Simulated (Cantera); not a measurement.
Feed: 1 mol Al, 15 mol N2O, a varied amount of H2, held at 2023 K and 1.33 mbar.

Cantera equilibrium calculation (NASA polynomials, part measured and part estimated; ideal gas, pure solids and liquids). Candidate condensed phases: Al, AlN, Al2O3, H2O; 35 gas species. The numbers say what is thermodynamically allowed, not how fast it happens.

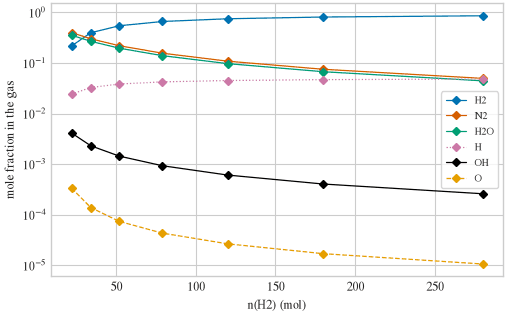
Fig. 1. Equilibrium gas composition (values under 1e-9 drawn at 1e-9)

**Question.** Read off the mole fractions at 34 mol H2.

**Answer.** H2 about 0.40, N2 about 0.30, H2O about 0.27, H about 0.033, OH about 0.0023, O about 0.00014.
